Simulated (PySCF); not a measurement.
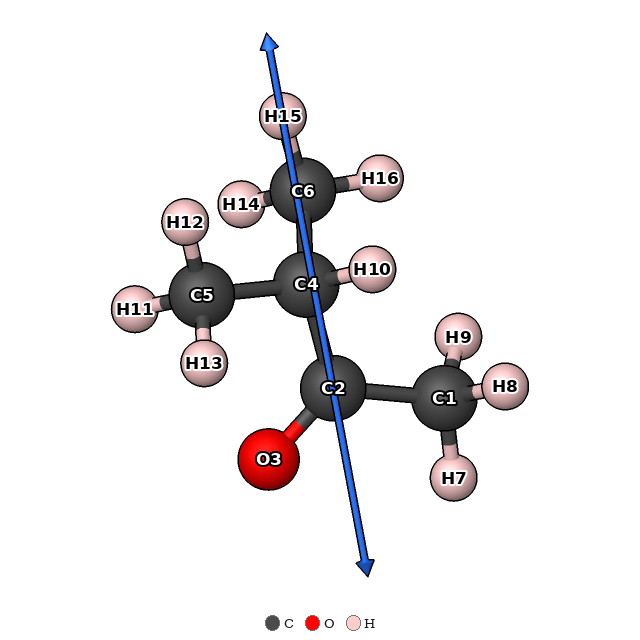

The double arrow shows the direction of the transition dipole to excited singlet state 7 (its length means nothing). Computed geometry: PBE0-D3(BJ)/def2-SVP optimisation. No frequency run is at hand to confirm it as a minimum. Method: TDDFT PBE/def2-SVPD, vertical, gas phase, core orbitals frozen in the response (PySCF 2.14.0).

> Where does the transition lie, and how strong is it?

6.88 eV (180 nm), oscillator strength 0.018, mainly HOMO−2 → LUMO (weight 0.69); transition dipole 0.84 D.
